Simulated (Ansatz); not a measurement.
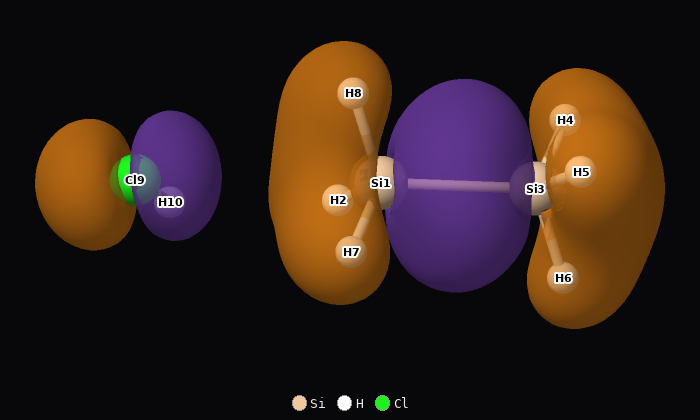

*H6Si2···HCl. The HOMO at ±0.06 Å⁻³ᐟ² (orange and purple are the two phases), seen from one side.*

All numbers below come from RKS PBE0-D4/def2-SVP in Ansatz 0.2.0.

```xyz
10

Si    0.2053    0.0253   -0.0593
H     0.2235   -0.3163    1.3997
Si    2.4031    0.0020   -0.8789
H     3.0062   -1.3553   -0.7016
H     2.4173    0.3475   -2.3341
H     3.2393    0.9987   -0.1404
H    -0.3954    1.3827   -0.2249
H    -0.6294   -0.9837   -0.7772
Cl   -3.1736    0.0420    1.4769
H    -2.1794   -0.1430    2.2712
```

Question: Describe this orbital and give its energy.

Answer: It lies mainly on Si3 (about 35 %), Si1 (about 30 %) and Cl9 (about 10 %). Its energy is −8.34 eV.
